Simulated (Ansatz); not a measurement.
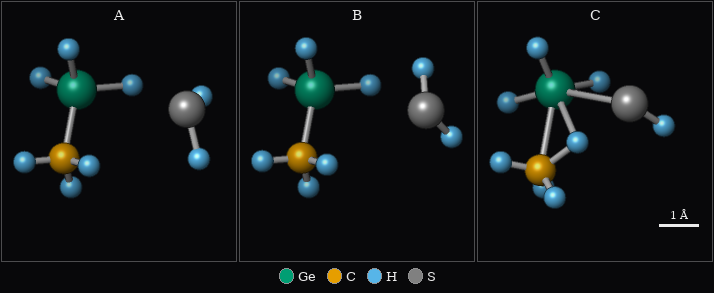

3 geometries from a converged minimum-energy path of CH$_{8}$GeS, made up at the start of CH6Ge and H$_{2}$S, shuffled. The picture is a ball-and-stick view, seen at a tilt.

Theory: RKS PBE0-D4/def2-mTZVP (Ansatz). Settings: 7 movable images; climbing image; force threshold 0.05 eV/Å; iteration limit 60; starting path through a guess of the saddle point.

### Which frame is the transition state?

C. In order along the path, whose images run from 0 to 8: B (image 1, +0.7 kJ/mol), A (image 2, +1.7 kJ/mol), C (image 5, +229.7 kJ/mol). Breaking: C–Ge (1.95 → 3.95 Å), H–S (1.35 → 3.16 Å). Forming: C–H (4.11 → 1.09 Å), Ge–S (4.01 → 2.23 Å).

Limits of the set-up: the start holds two separate molecules, 2.9 Å apart at their closest, whose relative position is a soft coordinate.

The run took 5.2 min on 2 threads of Arm Neoverse V2, on a shared host, peak memory 0.25 GiB.
